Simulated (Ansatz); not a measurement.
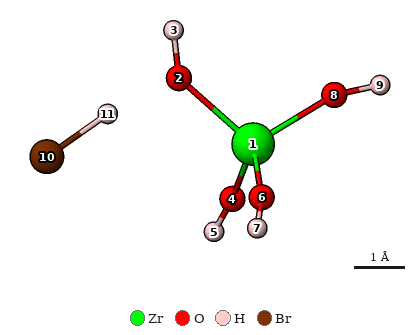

*The structure as given in the input (ball-and-stick view, seen at a tilt; atoms are numbered from 1 in the order of the input). Sticks mark near contacts.*

Bond lengths as drawn: Br–H 1.50 Å, H–O 0.97 Å and O–Zr 1.93 to 2.01 Å.

## Nudged elastic band of ZrH5BrO4 (part 1 of 2)

The run: nudged elastic band of ZrH5BrO4. Method and program: RKS PBE/def2-SVP (Ansatz 0.2.0).

It belongs to a series of runs on one base structure; here: band between the two ends. Figures and captions count atoms from 1; the log counts them from 0 in places.

Input file:
```yaml
crystal:
  periodic: [false, false, false]
  atoms:
    - { symbol: Zr, position_ang: [-0.235192, -0.293183, 0.036779] }
    - { symbol: O, position_ang: [-0.018294, 0.225043, 1.970488] }
    - { symbol: H, position_ang: [-0.340314, -0.066687, 2.83967] }
    - { symbol: O, position_ang: [1.514344, -0.552723, -0.731259] }
    - { symbol: H, position_ang: [2.394328, -0.430343, -1.111638] }
    - { symbol: O, position_ang: [-1.188555, 1.108058, -0.882416] }
    - { symbol: H, position_ang: [-1.491541, 1.91234, -1.323647] }
    - { symbol: O, position_ang: [-1.252349, -1.936252, -0.032546] }
    - { symbol: H, position_ang: [-1.682699, -2.731417, -0.374724] }
    - { symbol: Br, position_ang: [1.737614, 2.788639, 2.100256] }
    - { symbol: H, position_ang: [0.884859, 1.550926, 2.152137] }
basis:
  gaussian: { orbitals: def2-SVP }
hamiltonian:
  xc: pbe
neb:
  order_check: false
  images: 9
  f_tol: 0.05
  max_iterations: 60
  final_atoms:
    - { symbol: Zr, position_ang: [-0.32927796, 0.3816535, 0.13907308] }
    - { symbol: O, position_ang: [0.63990773, -0.58793918, 2.14062209] }
    - { symbol: H, position_ang: [0.65096879, 0.17862664, 2.75523816] }
    - { symbol: O, position_ang: [1.56493993, -0.12762859, -0.21859727] }
    - { symbol: H, position_ang: [2.07624973, 0.00495144, -1.0347379] }
    - { symbol: O, position_ang: [-0.81908937, 1.27207568, -1.49351017] }
    - { symbol: H, position_ang: [-1.1370218, 1.77507104, -2.25493091] }
    - { symbol: O, position_ang: [-1.60286993, -1.08836972, 0.25547122] }
    - { symbol: H, position_ang: [-1.64103926, -1.92891408, 0.74009871] }
    - { symbol: Br, position_ang: [-0.62098891, 2.31272327, 1.87334295] }
    - { symbol: H, position_ang: [1.54042205, -0.61784898, 1.74103003] }
  initial_path:
    images:
      - { positions_ang: [[-0.235192, -0.293183, 0.036779], [-0.018294, 0.225043, 1.970488], [-0.340314, -0.066687, 2.83967], [1.514344, -0.552723, -0.731259], [2.394328, -0.430343, -1.111638], [-1.188555, 1.108058, -0.882416], [-1.491541, 1.91234, -1.323647], [-1.252349, -1.936252, -0.032546], [-1.682699, -2.731417, -0.374724], [1.737614, 2.788639, 2.100256], [0.884859, 1.550926, 2.152137]] }
      - { positions_ang: [[-0.18837154, -0.23580279, 0.02987519], [-0.01338859, 0.18595706, 2.06078693], [-0.45262594, -0.10293053, 2.82493326], [1.60123799, -0.44498631, -0.72358818], [2.36868342, -0.53774744, -1.04859768], [-1.14692013, 1.22068131, -0.84774072], [-1.5809421, 1.8170702, -1.24393292], [-1.19707114, -1.89033182, -0.15782575], [-1.63168131, -2.61741702, -0.27544784], [1.70448304, 2.7073462, 1.86184009], [0.85879729, 1.47256214, 2.1627976]] }
      - { positions_ang: [[-0.14155107, -0.17842259, 0.02297139], [-0.00848318, 0.14687113, 2.15108587], [-0.56493788, -0.13917407, 2.81019652], [1.68813197, -0.33724962, -0.71591735], [2.34303883, -0.64515188, -0.98555736], [-1.10528526, 1.33330463, -0.81306544], [-1.6703432, 1.7218004, -1.16421883], [-1.14179327, -1.84441164, -0.28310549], [-1.58066361, -2.50341705, -0.17617167], [1.67135208, 2.6260534, 1.62342417], [0.83273559, 1.39419828, 2.17345819]] }
      - { positions_ang: [[-0.09473061, -0.12104238, 0.01606758], [-0.00357777, 0.10778519, 2.2413848], [-0.67724982, -0.1754176, 2.79545979], [1.77502596, -0.22951293, -0.70824653], [2.31739425, -0.75255633, -0.92251704], [-1.06365038, 1.44592794, -0.77839015], [-1.75974429, 1.6265306, -1.08450475], [-1.08651541, -1.79849145, -0.40838524], [-1.52964592, -2.38941707, -0.07689551], [1.63822112, 2.54476061, 1.38500826], [0.80667388, 1.31583442, 2.18411879]] }
      - { positions_ang: [[-0.04791015, -0.06366218, 0.00916378], [0.00132765, 0.06869926, 2.33168373], [-0.78956176, -0.21166113, 2.78072305], [1.86191995, -0.12177624, -0.70057571], [2.29174966, -0.85996077, -0.85947671], [-1.02201551, 1.55855126, -0.74371487], [-1.84914539, 1.5312608, -1.00479067], [-1.03123754, -1.75257127, -0.53366498], [-1.47862823, -2.27541709, 0.02238066], [1.60509016, 2.46346781, 1.14659234], [0.78061217, 1.23747056, 2.19477939]] }
      - { positions_ang: [[-0.00108969, -0.00628197, 0.00225997], [0.00623306, 0.02961332, 2.42198267], [-0.9018737, -0.24790466, 2.76598631], [1.94881393, -0.01403955, -0.69290489], [2.26610508, -0.96736521, -0.79643639], [-0.98038064, 1.67117457, -0.70903959], [-1.93854649, 1.435991, -0.92507658], [-0.97595968, -1.70665109, -0.65894473], [-1.42761053, -2.16141711, 0.12165682], [1.5719592, 2.38217501, 0.90817643], [0.75455046, 1.1591067, 2.20543999]] }
      - { positions_ang: [[-0.06672734, 0.07130512, 0.02962259], [0.13296799, -0.09389718, 2.36571055], [-0.5913052, -0.1625984, 2.76383668], [1.87203913, -0.03675736, -0.59804336], [2.22813401, -0.77290188, -0.84409669], [-0.94812239, 1.59135479, -0.86593371], [-1.77824155, 1.50380701, -1.19104745], [-1.10134173, -1.58299482, -0.47606154], [-1.47029628, -2.11491651, 0.2453452], [1.13336958, 2.36828466, 1.10120973], [0.91172478, 0.80371556, 2.11255799]] }
      - { positions_ang: [[-0.132365, 0.14889222, 0.05698522], [0.25970293, -0.21740768, 2.30943844], [-0.2807367, -0.07729214, 2.76168705], [1.79526433, -0.05947517, -0.50318184], [2.19016294, -0.57843855, -0.891757], [-0.91586413, 1.51153501, -1.02282782], [-1.61793661, 1.57162302, -1.45701831], [-1.22672378, -1.45933854, -0.29317835], [-1.51298202, -2.0684159, 0.36903358], [0.69477996, 2.35439431, 1.29424303], [1.0688991, 0.44832443, 2.019676]] }
      - { positions_ang: [[-0.19800265, 0.22647931, 0.08434784], [0.38643786, -0.34091818, 2.25316632], [0.0298318, 0.00801412, 2.75953742], [1.71848953, -0.08219298, -0.40832031], [2.15219187, -0.38397522, -0.9394173], [-0.88360588, 1.43171524, -1.17972194], [-1.45763167, 1.63943902, -1.72298918], [-1.35210583, -1.33568227, -0.11029516], [-1.55566777, -2.02191529, 0.49272196], [0.25619033, 2.34050396, 1.48727634], [1.22607341, 0.09293329, 1.92679401]] }
      - { positions_ang: [[-0.2636403, 0.3040664, 0.11171046], [0.5131728, -0.46442868, 2.19689421], [0.34040029, 0.09332038, 2.75738779], [1.64171473, -0.10491079, -0.31345879], [2.1142208, -0.18951189, -0.9870776], [-0.85134763, 1.35189546, -1.33661606], [-1.29732674, 1.70725503, -1.98896004], [-1.47748788, -1.212026, 0.07258803], [-1.59835351, -1.97541469, 0.61641034], [-0.18239929, 2.32661361, 1.68030964], [1.38324773, -0.26245785, 1.83391202]] }
      - { positions_ang: [[-0.32927796, 0.3816535, 0.13907308], [0.63990773, -0.58793918, 2.14062209], [0.65096879, 0.17862664, 2.75523816], [1.56493993, -0.12762859, -0.21859727], [2.07624973, 0.00495144, -1.0347379], [-0.81908937, 1.27207568, -1.49351017], [-1.1370218, 1.77507104, -2.25493091], [-1.60286993, -1.08836972, 0.25547122], [-1.64103926, -1.92891408, 0.74009871], [-0.62098891, 2.31272327, 1.87334295], [1.54042205, -0.61784898, 1.74103003]] }
```

Run on 4 threads of Arm Neoverse V1, 24 GiB of memory available, shared host.

Launch command:
```bash
ansatz run input.yaml --threads 4 --pin off --max-ram 5120MiB --backend cpu --events-out ev --progress --plain --runs-dir out
```

Output:
```
Engine: ansatz 0.2.0, aarch64-unknown-linux-gnu
Functional definition: PBE
  parameter kappa = 0.804
  parameter beta = 0.06672455060314922
  exchange = pbe_x(kappa = kappa, mu = beta*pi^2/3)
  correlation = pbe_c(beta = beta)
1485 factors; their error is unknown
mean field evaluation 1: about -79547.5919 eV, gradient 1.1e2 eV
mean field evaluation 2: about -79362.6889 eV, gradient 3.1e2 eV
mean field evaluation 4: about -79568.3136 eV, gradient 3.0e1 eV
mean field evaluation 8: about -79570.1927 eV, gradient 3.6e-1 eV
mean field evaluation 16: about -79570.1162 eV, gradient 2.3e-3 eV
mean field -79570.11624513 eV, -2924.1478374468 hartree, gradient 3.4e-5 eV, S^2 0.000000; 0 other end points of the search recorded, 0 dependent functions left out
the calculation of the forces begins
reference -79570.11633281 eV, -2924.1478406689 hartree; 42, 42 occupied and 102, 102 virtual orbitals, 1485 factors
1485 factors; their error is unknown
mean field evaluation 32: about -79570.8782 eV, gradient 1.2e-1 eV
mean field -79570.87821865 eV, -2924.1758394570 hartree, gradient 4.7e-5 eV, S^2 0.000000; 0 other end points of the search recorded, 0 dependent functions left out
[... from here on the field's lines of each further geometry are left out, up to the last ...]
NEB iter   1: max|band force component| = 2.667e1 eV/Å  barrier→ = 6.8321 eV  barrier← = 7.5940 eV  Δτ_max = 0.2000 Å  (349 SCF iters)
NEB iter   2: max|band force component| = 1.842e0 eV/Å  barrier→ = 1.2433 eV  barrier← = 2.0053 eV  Δτ_max = 0.2000 Å  (311 SCF iters)
NEB iter   3: max|band force component| = 1.575e0 eV/Å  barrier→ = 0.7001 eV  barrier← = 1.4621 eV  Δτ_max = 0.2000 Å  (302 SCF iters)
NEB iter   4: max|band force component| = 1.552e0 eV/Å  barrier→ = 0.2196 eV  barrier← = 0.9816 eV  Δτ_max = 0.1020 Å  (294 SCF iters)
NEB iter   5: max|band force component| = 1.425e0 eV/Å  barrier→ = 0.1800 eV  barrier← = 0.9419 eV  Δτ_max = 0.1004 Å  (278 SCF iters)
NEB iter   6: max|band force component| = 1.280e0 eV/Å  barrier→ = 0.1173 eV  barrier← = 0.8792 eV  Δτ_max = 0.1009 Å  (280 SCF iters)
NEB iter   7: max|band force component| = 8.951e-1 eV/Å  barrier→ = 0.0912 eV  barrier← = 0.8531 eV  Δτ_max = 0.1028 Å  (274 SCF iters)
NEB iter   8: max|band force component| = 2.073e0 eV/Å  barrier→ = 0.0479 eV  barrier← = 0.8099 eV  Δτ_max = 0.0504 Å  (275 SCF iters)
NEB iter   9: max|band force component| = 4.388e-1 eV/Å  barrier→ = 0.0400 eV  barrier← = 0.8020 eV  CI = image 1  Δτ_max = 0.1010 Å  (268 SCF iters)
NEB iter  10: max|band force component| = 4.270e-1 eV/Å  barrier→ = 0.0458 eV  barrier← = 0.8077 eV  CI = image 1  Δτ_max = 0.1000 Å  (285 SCF iters)
NEB iter  11: max|band force component| = 4.366e-1 eV/Å  barrier→ = 0.0418 eV  barrier← = 0.8037 eV  CI = image 1  Δτ_max = 0.0501 Å  (268 SCF iters)
NEB iter  12: max|band force component| = 2.577e-1 eV/Å  barrier→ = 0.0360 eV  barrier← = 0.7980 eV  CI = image 1  Δτ_max = 0.0501 Å  (269 SCF iters)
NEB iter  13: max|band force component| = 1.710e-1 eV/Å  barrier→ = 0.0306 eV  barrier← = 0.7926 eV  CI = image 1  Δτ_max = 0.0500 Å  (270 SCF iters)
NEB iter  14: max|band force component| = 1.493e-1 eV/Å  barrier→ = 0.0261 eV  barrier← = 0.7881 eV  CI = image 1  Δτ_max = 0.0506 Å  (268 SCF iters)
NEB iter  15: max|band force component| = 1.079e-1 eV/Å  barrier→ = 0.0228 eV  barrier← = 0.7848 eV  CI = image 1  Δτ_max = 0.0507 Å  (268 SCF iters)
NEB iter  16: max|band force component| = 1.191e-1 eV/Å  barrier→ = 0.0205 eV  barrier← = 0.7825 eV  CI = image 1  Δτ_max = 0.0507 Å  (266 SCF iters)
NEB iter  17: max|band force component| = 1.103e-1 eV/Å  barrier→ = 0.0188 eV  barrier← = 0.7808 eV  CI = image 1  Δτ_max = 0.0506 Å  (268 SCF iters)
NEB iter  18: max|band force component| = 1.536e-1 eV/Å  barrier→ = 0.0174 eV  barrier← = 0.7793 eV  CI = image 1  Δτ_max = 0.0252 Å  (266 SCF iters)
NEB iter  19: max|band force component| = 1.255e-1 eV/Å  barrier→ = 0.0163 eV  barrier← = 0.7783 eV  CI = image 1  Δτ_max = 0.0251 Å  (268 SCF iters)
NEB iter  20: max|band force component| = 1.696e-1 eV/Å  barrier→ = 0.0156 eV  barrier← = 0.7776 eV  CI = image 1  Δτ_max = 0.0251 Å  (267 SCF iters)
NEB iter  21: max|band force component| = 1.150e-1 eV/Å  barrier→ = 0.0150 eV  barrier← = 0.7770 eV  CI = image 1  Δτ_max = 0.0506 Å  (264 SCF iters)
NEB iter  22: max|band force component| = 1.142e-1 eV/Å  barrier→ = 0.0145 eV  barrier← = 0.7765 eV  CI = image 1  Δτ_max = 0.1003 Å  (269 SCF iters)
NEB iter  23: max|band force component| = 1.226e-1 eV/Å  barrier→ = 0.0141 eV  barrier← = 0.7761 eV  CI = image 1  Δτ_max = 0.0506 Å  (278 SCF iters)
NEB iter  24: max|band force component| = 6.324e-2 eV/Å  barrier→ = 0.0137 eV  barrier← = 0.7757 eV  CI = image 1  Δτ_max = 0.0503 Å  (266 SCF iters)
NEB iter  25: max|band force component| = 1.476e-1 eV/Å  barrier→ = 0.0135 eV  barrier← = 0.7755 eV  CI = image 1  Δτ_max = 0.0252 Å  (267 SCF iters)
NEB iter  26: max|band force component| = 5.723e-2 eV/Å  barrier→ = 0.0133 eV  barrier← = 0.7753 eV  CI = image 1  Δτ_max = 0.0505 Å  (269 SCF iters)
NEB iter  27: max|band force component| = 6.870e-2 eV/Å  barrier→ = 0.0132 eV  barrier← = 0.7752 eV  CI = image 1  Δτ_max = 0.0250 Å  (270 SCF iters)
the calculation of the forces begins
reference -79570.81859671 eV, -2924.1736483910 hartree; 42, 42 occupied and 102, 102 virtual orbitals, 1485 factors
1485 factors; their error is unknown
mean field evaluation 2144: about -79547.7776 eV, gradient 1.1e2 eV
mean field -79570.10314859 eV, -2924.1473561575 hartree, gradient 2.1e-5 eV, S^2 0.000000; 1 other end points of the search recorded, 0 dependent functions left out
the calculation of the forces begins
reference -79570.10323526 eV, -2924.1473593427 hartree; 42, 42 occupied and 102, 102 virtual orbitals, 1485 factors
NEB iter  28: max|band force component| = 4.422e-2 eV/Å  barrier→ = 0.0131 eV  barrier← = 0.7751 eV  CI = image 1  Δτ_max = 0.0000 Å  (558 SCF iters)
```
